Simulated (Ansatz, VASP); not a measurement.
# ZnGe: VASP beside Ansatz

Aim: how closely do two programs agree when they are given the same cell, functional and k mesh? The cell is invented: As first built, before any earlier steps moved the atoms: it takes the TiZn structure with some of its atoms replaced by other elements, volume scaled by an estimate. It may not be a known or stable phase. The cell comes out of the VASP series on this material, whose earlier steps may have relaxed, scaled or displaced it; both programs get it as it stands.

Main program and level: Ansatz 0.2.0; plane waves, with VASP 6.6.1 beside it; band structure at HSE03.

## (1) The structure

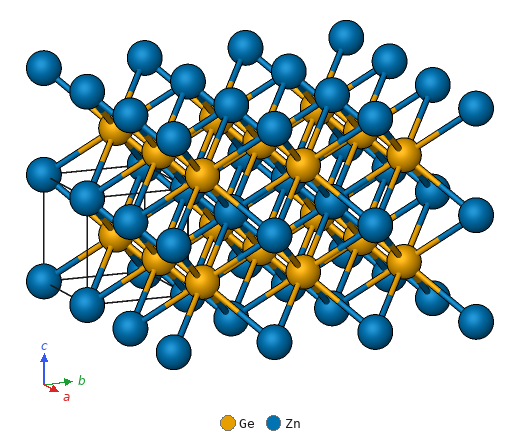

The starting structure, seen slightly off an axis (germanium orange, zinc blue). 3×3×2 cells are drawn. Some periodic images of atoms are drawn too.

Structure file:

```cif
data_structure
_symmetry_space_group_name_H-M 'P 1'
_symmetry_Int_Tables_number 1
_cell_length_a 3.2898
_cell_length_b 3.2898
_cell_length_c 3.2898
_cell_angle_alpha 90.000
_cell_angle_beta 90.000
_cell_angle_gamma 90.000
_cell_volume 35.60
loop_
_atom_site_label
_atom_site_type_symbol
_atom_site_fract_x
_atom_site_fract_y
_atom_site_fract_z
_atom_site_occupancy
Ge1 Ge 0.50000 0.50000 0.50000 1
Zn2 Zn 0.00000 0.00000 0.00000 1
```

## (2) Ansatz: band structure, HSE03

Ansatz runs on its default PAW (the set named soft_2) files.

The same path points are solved in both programs, so levels can be compared one by one.

File input.yaml:

```yaml
crystal:
  lattice:
    - [3.2898053742, 0.0, 0.0]
    - [0.0, 3.2898053742, 0.0]
    - [0.0, 0.0, 3.2898053742]
  atoms:
    - { symbol: Ge, position: [0.5, 0.5, 0.5] }
    - { symbol: Zn, position: [0.0, 0.0, 0.0] }
hamiltonian:
  xc: { exchange: pbe, correlation: pbe, exx: { coeff: 0.25, omega: 0.3 } }
  pseudopotentials: { kind: paw }
kpoints:
  mp_grid: { grid: [4, 4, 4] }
  band_path:
    path:
      - [0.0, 0.0, 0.0]
      - [0.0, 0.27778, 0.0]
      - [0.0, 0.5, 0.0]
      - [0.33333, 0.5, 0.0]
      - [0.44444, 0.44444, 0.0]
      - [0.16667, 0.16667, 0.0]
      - [0.11111, 0.11111, 0.11111]
      - [0.38889, 0.38889, 0.38889]
      - [0.38889, 0.5, 0.38889]
      - [0.05556, 0.5, 0.05556]
      - [0.5, 0.5, 0.16667]
      - [0.5, 0.5, 0.5]
    npoints: 1
scf:
  occupations: { method: gaussian, width: 0.02 }
  n_extra_bands: 7
output:
  forces: true
  stress: true
  eigenvalues: true
  write_density: true
  write_potential: true
  elf: true
  volumetric_format: npy
```

Started as:

```bash
$ ansatz run input.yaml --threads 4 --pin off --max-ram 9216MiB --backend cpu --events-out ev --progress --plain --runs-dir out
```

Numbers of over 12 decimals in the logs are rounded to 6 here.

The program printed:

```text
Warning: output.stress: scf.convergence.dr2_threshold = 1e-7 eV (the SCF's general default) is looser than the 2e-10 eV advised for a printed stress (1e-10 eV for each atom of the cell: 2). What an SCF threshold leaves in a stress goes as its square root, and in the free energy as the threshold itself, and one threshold admits the most on a small cell: [figures from the program's tests cut] Set scf.convergence.dr2_threshold to 2e-10 eV or tighter. The threshold is an SCF's pass mark: one that does not reach it within its budget of iterations ends unconverged, or closes short of it on a stop that the run arms, and scf.convergence.dr2_threshold's page says what that costs each kind of run
Warning: output.stress: scf.exx.energy_threshold = 1e-6 eV is looser than the 2e-8 eV advised for a stress under a hybrid functional (1e-8 eV for each atom of the cell: 2). Every SCF of the exchange loop can meet its threshold on dr2 while the loop round them stops early: no threshold on dr2 bounds what that leaves in the stress. Set scf.exx.energy_threshold to 2e-8 eV or tighter. The threshold is the loop's pass mark: a loop that does not reach it within its budget of cycles ends unconverged, and scf.exx.energy_threshold's page has the law
scf.n_extra_bands = 7 over 13 filled bands (N_el = 26.0): the run solves 20 bands
Engine: ansatz 0.2.0, aarch64-unknown-linux-gnu
Pseudopotentials: kind: paw
Pseudopotential: Ge, paw, valence charge 14, recommended cutoff 420 eV (normal), Ge.paw.azcp
Pseudopotential: Zn, paw, valence charge 12, recommended cutoff 420 eV (normal), Zn.paw.azcp
Functional definition: unnamed
  parameter a_1 = 0.25
  parameter omega_1 = 0.3/angstrom
  exchange = pbe_x + (-a_1)*pbe_x_sr(omega_1) + a_1*exact_x_sr(omega_1)
  correlation = pbe_c
Crystal: 2 atoms, lattice volume = 35.605 Å³
Basis set: ecut = 420 eV, 739 PW (Γ), exchange–correlation on 48×48×48 points (8 copies of the dense FFT grid, shifted against one another)
Bands: 20, of which v1, the nominal top of the filled ones, is band 13 counted from 1 (12 counted from 0)
Symmetry: 48 space group operations
Space group: Pm-3m (ITA 221), of the structure as read, at distance tolerance 3.3e-5 Å
k-points: 10 of 64
Non-local potential: Ge, projectors of the file, l = 0: 2, l = 1: 2, l = 2: 3, l = 3: 1
Non-local potential: Zn, projectors of the file, l = 0: 2, l = 1: 2, l = 2: 3, l = 3: 1
PAW form: soft (Blöchl's): semilocal exchange-correlation on the pseudo side does not see the compensation charge
PAW frozen core: Ge, regenerated for the run's functional, and the local potential with it (the file was generated under x = pbe(κ = 0.804, μ = 0.219515), c = pbe(β = 0.066725))
PAW frozen core: Zn, regenerated for the run's functional, and the local potential with it (the file was generated under x = pbe(κ = 0.804, μ = 0.219515), c = pbe(β = 0.066725))
PAW one-centre angular grid: Ge, 590 points (default); XC on 64 Gauss nodes
PAW one-centre angular grid: Zn, 590 points (default); XC on 64 Gauss nodes
Initial density: superposition of atomic densities (neutral atoms: chi_scale 0, normalization atom), corrected by the library's trained network
Initial wavefunctions: pseudopotential atomic-orbital guess
Functional: x = pbe(κ = 0.804, μ = 0.219515), c = pbe(β = 0.066725), warm-up for x = pbe(κ = 0.804, μ = 0.219515) + 0.25 (exact − pbe) at short range (hse, ω = 0.3 Å⁻¹), c = pbe(β = 0.066725)
SCF iter   1: F=—  HF=-7613.643236 eV  |F-HF|=—  |Δ(HF+E_count)|=         —  Δρ=3.54e-3  dr2=1.90e-3  ethr=1.77e-3  ⟨swp⟩=9.0  Hψ=876  notcnv=0
preconditioner: auto → none  [insulator: Δε(μ)=0.187 eV  Ē_g=21.159 eV  σ=0.020 eV  W_gap=0.58  n_scr=6 (ndim 8)  ℏωp=31.7 eV  f_vac=0.000  D(μ)=10.35/eV (n_scr^D=250)]
SCF iter   2: F=—  HF=-7613.642836 eV  |F-HF|=—  |Δ(HF+E_count)|=   4.00e-4  Δρ=9.04e-4  dr2=4.14e-4  ethr=7.30e-6  ⟨swp⟩=4.7  Hψ=558  notcnv=0  defer=2
SCF iter   3: F=—  HF=-7613.642673 eV  |F-HF|=—  |Δ(HF+E_count)|=   1.63e-4  Δρ=8.67e-4  dr2=1.03e-4  ethr=1.59e-6  ⟨swp⟩=4.0  Hψ=473  notcnv=0
SCF iter   4: F=—  HF=-7613.642660 eV  |F-HF|=—  |Δ(HF+E_count)|=   1.34e-5  Δρ=4.10e-4  dr2=2.29e-5  ethr=3.96e-7  ⟨swp⟩=2.0  Hψ=330  notcnv=0
iter 5 solved again at ethr=1.60e-9 eV; its pass at ethr=8.79e-8 eV (dr2=4.16e-7 eV) is discarded
SCF iter   5: F=—  HF=-7613.642659 eV  |F-HF|=—  |Δ(HF+E_count)|=   8.24e-7  Δρ=3.50e-5  dr2=3.86e-7  ethr=1.60e-9  ⟨swp⟩=3.0  Hψ=771  notcnv=0
SCF iter   6: F=—  HF=-7613.642659 eV  |F-HF|=—  |Δ(HF+E_count)|=   3.19e-7  Δρ=2.52e-5  dr2=1.32e-7  ethr=1.49e-9  ⟨swp⟩=3.0  Hψ=397  notcnv=0
SCF iter   7: F=—  HF=-7613.642659 eV  |F-HF|=—  |Δ(HF+E_count)|=   3.22e-8  Δρ=1.30e-5  dr2=3.21e-8  ethr=5.09e-10  ⟨swp⟩=2.0  Hψ=330  notcnv=0
SCF iter   8: F=-7613.642659 eV  HF=-7613.642659 eV  |F-HF|=9.91e-11  |Δ(HF+E_count)|=   5.58e-9  Δρ=9.62e-7  dr2=1.60e-10  ethr=1.24e-10  ⟨swp⟩=3.0  Hψ=377  notcnv=0
SCF 1 converged in 8 iterations: F = -7613.642659 eV  dr2 = 1.60e-10
  greatest PAW one-centre occupation: 0.998 electrons in one spin orbital (limit 2), on the Ge atom at site 0 (counted from 0), in its partial waves of l = 2
Initial density: handed on by an earlier stage of this run
Initial wavefunctions: those handed on with the density
Functional: x = pbe(κ = 0.804, μ = 0.219515) + 0.25 (exact − pbe) at short range (hse, ω = 0.3 Å⁻¹), c = pbe(β = 0.066725)
Exchange kernel: α = 0.2500, screened, ω = 0.3000 Å⁻¹, Wigner–Seitz truncation, v(0) = 501.3278 eV·Å³, q-mesh 4×4×4, nearest image of the exchange supercell L = 13.16 Å, pair-density grid 15×15×15, without the augmentation charges, whose exchange is taken in its separable form by FFT convolution over the k-point mesh (sized by the pseudopotential files, 24×24×24 at the most), smooth part of the exact exchange by density-matrix convolution
Frozen-core exchange: fock
iter 1 solved again at ethr=3.94e-4 eV; its pass at ethr=1.00e-1 eV (dr2=1.02e-1 eV) is discarded
[...]
preconditioner: auto → none  [insulator: Δε(μ)=0.291 eV  Ē_g=24.241 eV  σ=0.020 eV  W_gap=0.58  n_scr=6 (ndim 8)  ℏωp=31.7 eV  f_vac=0.000  D(μ)=10.35/eV (n_scr^D=250)]
[...]
SCF iter   6: F=-7614.299833 eV  HF=-7614.299833 eV  |F-HF|=2.06e-7  |Δ(HF+E_count)|=   2.86e-6  Δρ=2.09e-5  dr2=5.24e-8  ethr=3.11e-8  ⟨swp⟩=3.5  Hψ=394  notcnv=0
SCF 2 converged in 6 iterations: F = -7614.299833 eV  dr2 = 5.24e-8
hybrid outer 1: dexx = +6.541e-3 eV, tail = 6.81e-3 eV
Exchange kernel: α = 0.2500, screened, ω = 0.3000 Å⁻¹, Wigner–Seitz truncation, v(0) = 501.3278 eV·Å³, q-mesh 4×4×4, nearest image of the exchange supercell L = 13.16 Å, pair-density grid 15×15×15, without the augmentation charges, whose exchange is taken in its separable form by FFT convolution over the k-point mesh (sized by the pseudopotential files, 24×24×24 at the most), smooth part of the exact exchange by density-matrix convolution
Frozen-core exchange: fock
SCF iter   1: F=—  HF=-7614.307018 eV  |F-HF|=—  |Δ(HF+E_count)|=         —  Δρ=1.44e-3  dr2=3.06e-4  ethr=1.31e-4  ⟨swp⟩=2.0  Hψ=400  notcnv=0
preconditioner: auto → none  [insulator: Δε(μ)=0.285 eV  Ē_g=23.920 eV  σ=0.020 eV  W_gap=0.58  n_scr=6 (ndim 8)  ℏωp=31.7 eV  f_vac=0.000  D(μ)=10.35/eV (n_scr^D=250)]
SCF iter   2: F=—  HF=-7614.306904 eV  |F-HF|=—  |Δ(HF+E_count)|=   1.14e-4  Δρ=2.61e-4  dr2=1.56e-5  ethr=1.15e-6  ⟨swp⟩=3.4  Hψ=490  notcnv=0
SCF iter   3: F=-7614.306903 eV  HF=-7614.306903 eV  |F-HF|=1.40e-7  |Δ(HF+E_count)|=   4.47e-7  Δρ=3.71e-5  dr2=5.61e-6  ethr=3.91e-8  ⟨swp⟩=2.1  Hψ=331  notcnv=0
SCF 3 stopped early in 3 iterations: F = -7614.306903 eV  dr2 = 5.61e-6
hybrid outer 2: dexx = +4.932e-5 eV, tail = 1.33e-5 eV, Δε = 2.89e-2 eV (about 3.39e-3 eV left of the loop's levels)
Exchange kernel: α = 0.2500, screened, ω = 0.3000 Å⁻¹, Wigner–Seitz truncation, v(0) = 501.3278 eV·Å³, q-mesh 4×4×4, nearest image of the exchange supercell L = 13.16 Å, pair-density grid 15×15×15, without the augmentation charges, whose exchange is taken in its separable form by FFT convolution over the k-point mesh (sized by the pseudopotential files, 24×24×24 at the most), smooth part of the exact exchange by density-matrix convolution
Frozen-core exchange: fock
SCF iter   1: F=—  HF=-7614.306951 eV  |F-HF|=—  |Δ(HF+E_count)|=         —  Δρ=1.31e-4  dr2=2.84e-6  ethr=2.56e-7  ⟨swp⟩=3.9  Hψ=490  notcnv=0
preconditioner: auto → none  [insulator: Δε(μ)=0.284 eV  Ē_g=23.903 eV  σ=0.020 eV  W_gap=0.58  n_scr=6 (ndim 8)  ℏωp=31.7 eV  f_vac=0.000  D(μ)=10.35/eV (n_scr^D=250)]
SCF iter   2: F=—  HF=-7614.306950 eV  |F-HF|=—  |Δ(HF+E_count)|=   1.40e-6  Δρ=2.13e-5  dr2=4.44e-7  ethr=9.52e-9  ⟨swp⟩=3.5  Hψ=445  notcnv=0
SCF iter   3: F=—  HF=-7614.306950 eV  |F-HF|=—  |Δ(HF+E_count)|=   5.47e-9  Δρ=2.49e-6  dr2=3.68e-7  ethr=2.99e-10  ⟨swp⟩=2.8  Hψ=340  notcnv=0
SCF iter   4: F=—  HF=-7614.306958 eV  |F-HF|=—  |Δ(HF+E_count)|=   7.85e-6  Δρ=1.78e-5  dr2=7.68e-8  ethr=5.31e-12  ⟨swp⟩=5.0  Hψ=756  notcnv=0
SCF iter   5: F=—  HF=-7614.306958 eV  |F-HF|=—  |Δ(HF+E_count)|=   6.74e-8  Δρ=1.81e-6  dr2=2.08e-9  ethr=5.31e-12  ⟨swp⟩=4.0  Hψ=521  notcnv=0
SCF iter   6: F=-7614.306958 eV  HF=-7614.306958 eV  |F-HF|=2.91e-10  |Δ(HF+E_count)|=   1.84e-9  Δρ=3.62e-6  dr2=3.74e-9  ethr=2.20e-12  ⟨swp⟩=4.0  Hψ=514  notcnv=0
SCF 4 converged in 6 iterations: F = -7614.306958 eV  dr2 = 3.74e-9
  Residual-converged pass: ⟨swp⟩=1.2  Hψ=203  notcnv=0  max |occ|·‖R‖ = 2.1e-6 eV (tolerance 2.4e-6 eV)  dr2=3.74e-9  dr2_onsite=3.26e-9  max |Δocc| = 0.0e0
hybrid outer 3: dexx = +6.123e-7 eV, tail = 1.63e-8 eV, Δε = 3.43e-3 eV (about 1.41e-4 eV left of the loop's levels)
NSCF: frozen V_eff on 12 k-points
hybrid SCF converged: 3 outer / 15 inner (+8 warm-up), last move |dexx| = 6.12e-7 eV, tail = 1.63e-8 eV
Stability not checked: this state was not tested for a lower state beside it, because the functional holds exact exchange (a hybrid, or Hartree-Fock), whose exchange loop this test does not read (fock_operator; see scf.lower_state_search)
Free energy (F): -7614.306958 eV
Frozen-core exchange: fock
Harris-Foulkes:  -7614.306958 eV  (|F-HF|=2.91e-10)
Internal energy: -7614.304888 eV  (E = F + TS)
E sigma→0 (E₀):  -7614.305923 eV
Entropy (-TS):   -0.002069 eV (-1.035 meV/atom)
Fermi energy:    9.877506 eV
--- Per-component energies (eV) ---
  E_band       = -134.185066
  E_kinetic    = 238.795670
  E_local      = -3735.155160  (includes V_loc(G=0)·N_el)
  E_nonlocal   = 1032.880213
  E_hartree    = 1609.180683
  E_xc         = -171.998271
  E_vxc        = -94.436812  (∫ρ·V_xc dr)
  E_exx        = -91.041130  (= α·E_x^exact, valence–valence)
  E_paw        = -3796.274008  (= ΣΔE_a)
  E_vpaw       = -612.550879  (= ΣTr[D̂ρ^β])
  E_aug_tail   = -0.000009  (compensation charges beyond the density's cutoff)
  E_ewald      = -2700.928461
  E_core_change = 0.235585  (= ΣΔE_core)
  E_smearing   = -0.002069  (= −TS)
  E_closure    = 0.000000  (closes the sum)
  Σ components = -7614.306958   (vs F -7614.306958, Δ=0.00e0)
--- Forces (eV/Å), atoms counted from 1 ---
  atom   1  Ge     0.00000000     0.00000000     0.00000000
  atom   2  Zn    -0.00000000    -0.00000000     0.00000000
  max |Σ_I F_I| component: 4.86e-30 eV/Å
--- Stress (GPa, compression-positive) ---
       -1.214210      -0.000000       0.000000
       -0.000000      -1.214210       0.000000
        0.000000       0.000000      -1.214210
  P = ⅓ Tr σ = -1.2142 GPa (-12.142 kbar)
--- Band table (eV; the first three rows and the last of 10) ---
  k-point 0: bands = [... 9 lower, 1.1812, 1.1812, 11.8486, 11.8486, 11.8486, 12.8624, 16.7144, 16.7144, ... 3 higher]
  k-point 1: bands = [... 9 lower, 1.1067, 1.1858, 6.6371, 12.8511, 12.8511, 14.7562, 17.4257, 21.0329, ... 3 higher]
  k-point 2: bands = [... 9 lower, 1.0351, 1.1905, 3.1342, 14.6857, 14.6857, 16.6542, 17.8099, 17.8099, ... 3 higher]
  k-point 9: bands = [... 9 lower, 1.3020, 4.5946, 9.4829, 9.4829, 9.4829, 11.3817, 11.3817, 11.3817, ... 3 higher]
```

Elapsed: 19 s, on 4 threads of Arm Neoverse V2, shared host; peak memory 0.69 GiB; 70 s of CPU time.

(Continued in part 2 of 2.)

[Lines on the potential files, build, host, timing and source positions are cut from VASP's logs without a mark.]

[Logs are printed without paths, hosts, clocks, repeated set-up lines and the standing remarks that a program may print on its own settings, such as how far it seeks lower states.]

[Hosts, paths, dates, database ids (printed as entryN), source tags and the programs' standing remarks are cut or masked in the printed files.]
